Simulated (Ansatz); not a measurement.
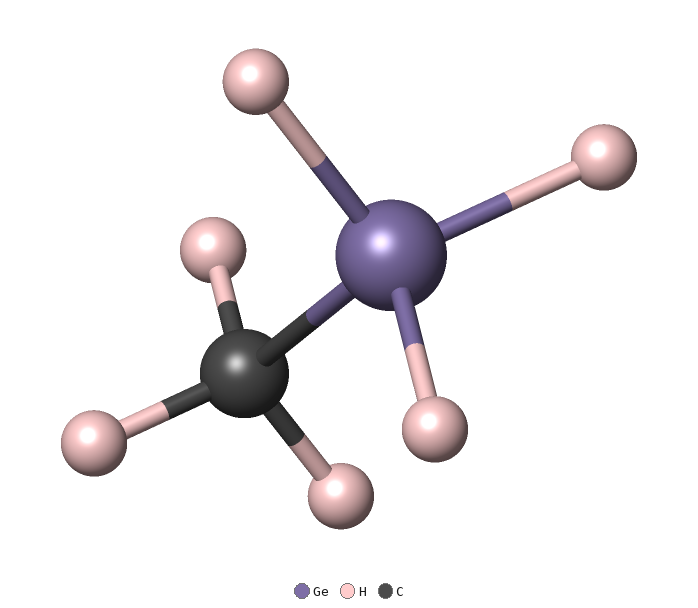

Harmonic vibrations computed with RKS PBE0-D4/def2-TZVP (Ansatz 0.2.0) at a stationary point of the same level.

### How many imaginary frequencies does it have?

A minimum: no imaginary frequency, and the lowest mode lies at 165 cm⁻¹.

### How many vibrational modes are there, and where do they lie?

18 modes: 165, 490, 490, 610, 842, 846, 846, 900, 900, 1267, 1458, 1458, 2147, 2148, 2148, 3066, 3157, 3157 cm⁻¹.
